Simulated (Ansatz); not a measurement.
# H10O3Si4 (SMILES [SiH](O[SiH3])(O[SiH3])O[SiH3]): what the fields show

Input

```
crystal:
  periodic: [false, false, false]
  atoms:
    - { symbol: Si, position_ang: [-0.027375, -0.142874, 0.474478] }
    - { symbol: O, position_ang: [-1.16723, 0.70587, 1.448497] }
    - { symbol: Si, position_ang: [-0.755964, 2.372531, 1.330334] }
    - { symbol: O, position_ang: [-0.562987, -1.767969, 0.273136] }
    - { symbol: Si, position_ang: [-1.897675, -1.70491, -0.811066] }
    - { symbol: O, position_ang: [1.497777, -0.151095, 1.275849] }
    - { symbol: Si, position_ang: [2.646324, -0.705806, 0.120862] }
    - { symbol: H, position_ang: [0.098536, 0.514319, -0.844019] }
    - { symbol: H, position_ang: [-0.896342, 2.833915, -0.060179] }
    - { symbol: H, position_ang: [-1.671223, 3.153097, 2.175505] }
    - { symbol: H, position_ang: [0.620711, 2.596779, 1.800795] }
    - { symbol: H, position_ang: [-1.465487, -1.191099, -2.120769] }
    - { symbol: H, position_ang: [-2.43009, -3.062816, -0.995235] }
    - { symbol: H, position_ang: [-2.966166, -0.854267, -0.261898] }
    - { symbol: H, position_ang: [3.970173, -0.774746, 0.756445] }
    - { symbol: H, position_ang: [2.720641, 0.229934, -1.012707] }
    - { symbol: H, position_ang: [2.286376, -2.050863, -0.35675] }
basis:
  gaussian: { orbitals: def2-SVP }
hamiltonian:
  xc: pbe
relax:
  f_tol: 0.003
  max_steps: 150
output:
  orbitals: {}
```

Command:

```sh
ansatz run input.yaml --threads 4 --pin off --max-ram 10240MiB --backend cpu --events-out ev --progress --plain --runs-dir out
```

The fields are those of the relaxed geometry.

Method: DFT PBE, Gaussian basis def2-SVP (Ansatz).

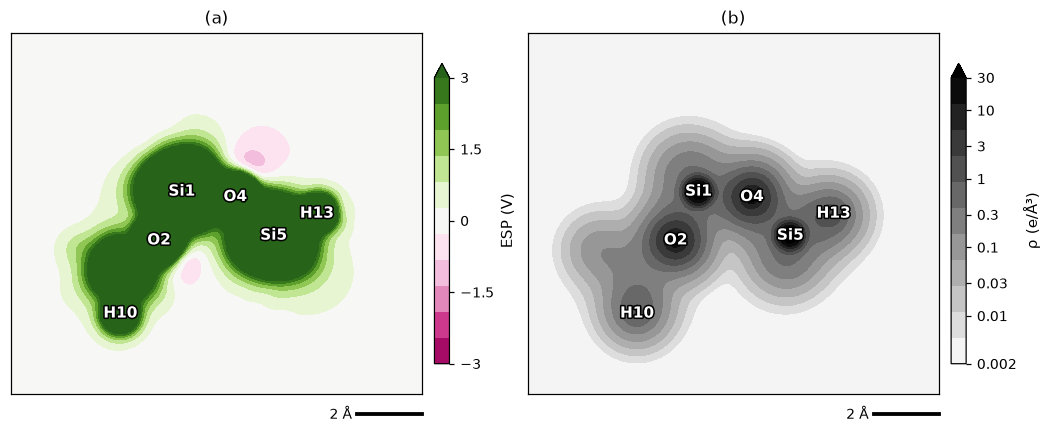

Figure 1. (a) electrostatic potential; (b) total electron density on the plane of atoms O2, Si1 and O4.

**Describe what can be read from this map.**

The section cuts through Si, O and H sites.
Si–O (1.66 Å): the density is about 1 e/Å³ at the midpoint.
Si–H (1.50 Å): ρ is about 0.77 e/Å³ halfway.
Outside the dense part of the molecule the potential is most negative (−1.0 V) near O2, O4 and O6.

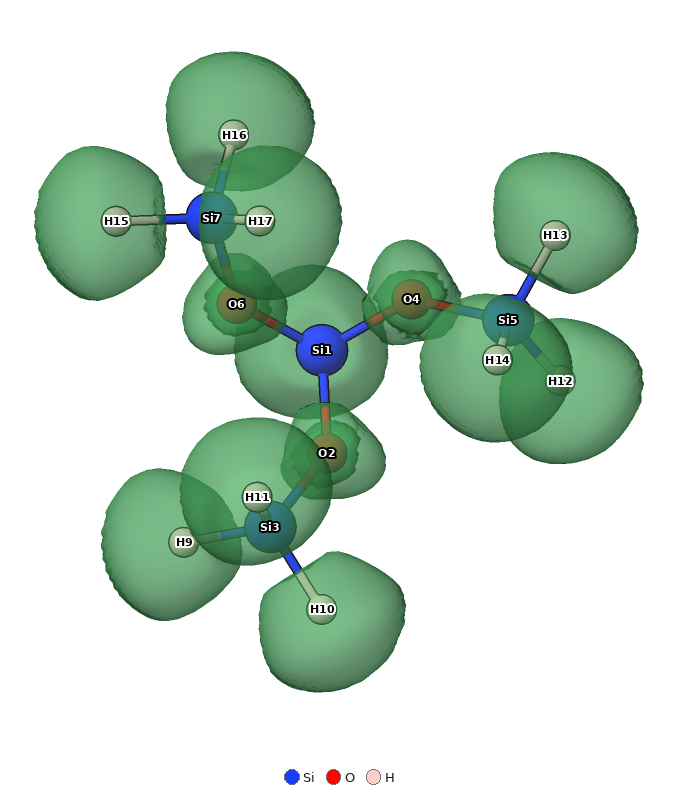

Figure 2. Isosurface of the electron localisation function at 0.8 (green), seen across its widest extent. Only the valence region is drawn (cores and ρ < 0.01 e/Å³ removed).

**Describe the localisation domains.**

The surface consists of ten regions around hydrogen nuclei and three regions wrapped around O (its lone pairs, merged into a ring or cap). Along the contacts the grid gives the following. Si–O (1.66 Å): the ELF peaks at about 0.85 between the atoms (a polar covalent bond). Si–H (1.49 Å): the ELF climbs to about 1 towards the hydrogen, as it does in any bond to H.

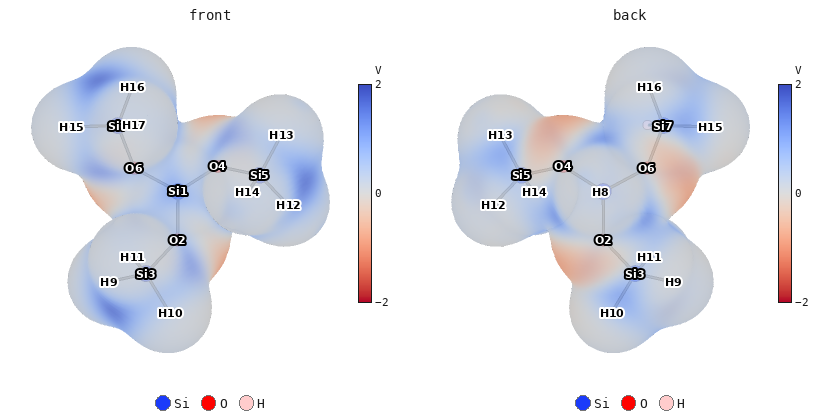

Figure 3. The molecular electrostatic potential painted on the density surface at 0.002 e/bohr³, seen from the front and from behind; red is negative and blue positive.

**Which sites attract a positive test charge, and which a negative one?**

A positive charge is drawn to the negative regions and a negative charge to the positive ones. The most negative region (about −0.7 V, or −16 kcal/mol for a unit charge) lies over O2, O4 and O6, the most positive (about +1.5 V, or +35 kcal/mol for a unit charge) over Si3, Si5 and Si7.
